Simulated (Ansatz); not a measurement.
# C2H4GaN (SMILES N=C=[CH][GaH2]) at B3LYP/6-31G(d) (spherical functions)

What is the vertical singlet–triplet gap of C2H4GaN at B3LYP/6-31G* (spherical functions)? 

Program for the calculation: Ansatz 0.2.0.

48 further runs of the same task are left out: 48 set aside as unsound or not needed. Runs told in other sessions of the task aren't counted.

## Step 1: The structure to begin with

C2H4GaN has 8 atoms, charge 0, and is taken as a singlet. As SMILES, `N=C=[CH][GaH2]`. The shape is that of a PBE0-D4/def2-TZVP optimisation.

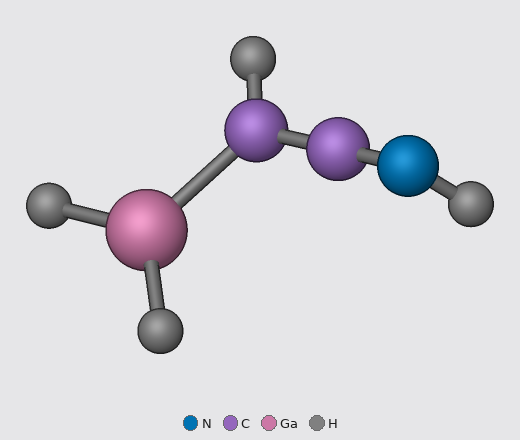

Viewed from a chosen angle; nitrogen blue, carbon purple, gallium pink, hydrogen grey.

## Step 2: A single-point energy at B3LYP/6-31G(d) (spherical functions)

Input file run.yaml:

```yaml
crystal:
  periodic: [false, false, false]
  atoms:
    - {symbol: N, position_ang: [0.336900, 2.061700, -0.854600]}
    - {symbol: C, position_ang: [0.365600, 1.114900, -0.096000]}
    - {symbol: C, position_ang: [0.472300, 0.025700, 0.622800]}
    - {symbol: Ga, position_ang: [-0.381300, -1.593600, 0.007200]}
    - {symbol: H, position_ang: [-0.411400, 2.740600, -0.770200]}
    - {symbol: H, position_ang: [1.040500, 0.073900, 1.545200]}
    - {symbol: H, position_ang: [-0.231900, -2.886400, 0.876300]}
    - {symbol: H, position_ang: [-1.190600, -1.536800, -1.330700]}
basis:
  gaussian: {orbitals: 6-31G_st_-spherical.json}
hamiltonian: {xc: {name: B3LYP}}
accuracy: high
output: {orbitals: {seedname: orbitals}}
```

The basis set 6-31G* is read from a file made from the Basis Set Exchange's data (not shown).

Run with:

```
$ ansatz run run.yaml --threads 1 --pin off --max-ram 3480MiB --events-out events.jsonl --progress --plain --runs-dir runs
```

The log of the run:

```text
Warning: RAYON_NUM_THREADS=1 ignored (pool sized by the plan → 1); use --threads N
Functional definition: B3LYP
  name "B3LYP"
  parameter a0 = 0.2
  parameter ax = 0.72
  parameter ac = 0.81
  exchange = (1 - a0 - ax)*slater_x + ax*b88_x + a0*exact_x
  correlation = (1 - ac)*vwn_rpa_c + ac*lyp_c
1828 factors; integrals over basis functions are off by at most 4.3e-9 eV
mean field evaluation 1: about -55992.6929 eV, gradient 5.4e1 eV
mean field evaluation 2: about -55980.3994 eV, gradient 8.4e1 eV
mean field evaluation 4: about -55998.7258 eV, gradient 1.1e1 eV
mean field evaluation 8: about -55999.1557 eV, gradient 6.7e-1 eV
mean field evaluation 16: about -55999.1569 eV, gradient 2.8e-5 eV
mean field -55999.15686206 eV, -2057.9310570888 hartree, gradient 4.6e-8 eV, S^2 0.000000; 0 other end points of the search recorded, 0 dependent functions left out
reference -55999.15690352 eV, -2057.9310586126 hartree; 27, 27 occupied and 55, 55 virtual orbitals, 1828 factors
Total energy: -55999.15690352 eV, -2057.9310586126 hartree
```

Run time: 8.1 s. Hardware: 1 thread of Arm Neoverse V1, shared host; peak memory 0.28 GiB.

## Step 3: The triplet, same level

Input file in.yaml:

```yaml
crystal:
  periodic: [false, false, false]
  atoms:
    - {symbol: "N", position_ang: [0.336900, 2.061700, -0.854600]}
    - {symbol: C, position_ang: [0.365600, 1.114900, -0.096000]}
    - {symbol: C, position_ang: [0.472300, 0.025700, 0.622800]}
    - {symbol: Ga, position_ang: [-0.381300, -1.593600, 0.007200]}
    - {symbol: H, position_ang: [-0.411400, 2.740600, -0.770200]}
    - {symbol: H, position_ang: [1.040500, 0.073900, 1.545200]}
    - {symbol: H, position_ang: [-0.231900, -2.886400, 0.876300]}
    - {symbol: H, position_ang: [-1.190600, -1.536800, -1.330700]}
basis:
  gaussian:
    orbitals: 6-31G_st_-spherical.json
total_charge: 0
magnetization:
  spin_polarized: true
  initial_magnetization: 2
hamiltonian:
  xc: {name: B3LYP}
accuracy: high
output: {orbitals: {seedname: orbitals}}
```

The basis set 6-31G* is read from a file made from the Basis Set Exchange's data (not shown).

Run with:

```
$ ansatz run in.yaml --threads 1 --pin off --max-ram 3480MiB --events-out events.jsonl --progress --plain --runs-dir runs
```

The log of the run, shortened:

```text
Warning: RAYON_NUM_THREADS=1 ignored (pool sized by the plan → 1); use --threads N
[... 7 set-up lines as earlier in the session ...]
1828 factors; integrals over basis functions are off by at most 4.3e-9 eV
mean field evaluation 1: about -55987.0733 eV, gradient 3.8e1 eV
mean field evaluation 2: about -55950.0161 eV, gradient 7.7e1 eV
mean field evaluation 4: about -55993.9529 eV, gradient 7.3e0 eV
mean field evaluation 8: about -55995.0361 eV, gradient 2.3e0 eV
mean field evaluation 16: about -55995.3021 eV, gradient 4.5e-2 eV
mean field evaluation 32: about -55995.3024 eV, gradient 1.1e-5 eV
mean field -55995.30235032 eV, -2057.7894063952 hartree, gradient 4.6e-8 eV, S^2 2.005116; 4 other end points of the search recorded, 0 dependent functions left out
reference -55995.30239080 eV, -2057.7894078827 hartree; 28, 26 occupied and 54, 56 virtual orbitals, 1828 factors
Total energy: -55995.30239080 eV, -2057.7894078827 hartree
```

Run time: 23 s. Hardware: 1 thread of Arm Neoverse V1, shared host; peak memory 0.41 GiB.

## Step 4: What came out

At B3LYP/6-31G* (spherical functions):

| quantity | value |
| --- | --- |
| singlet: total energy | -2057.93106 Eh |
| singlet: HOMO energy | -6.67 eV |
| singlet: LUMO energy | -1.65 eV |
| singlet: HOMO–LUMO gap | 5.02 eV |
| triplet: total energy | -2057.78941 Eh |
| triplet: HOMO energy (highest over α and β) | -3.16 eV |
| triplet: ⟨S²⟩ | 2.005 |
| vertical energy of the triplet above the singlet | 3.855 eV |

What this shows: At this shape the triplet lies 3.85 eV (89 kcal/mol) above the singlet.
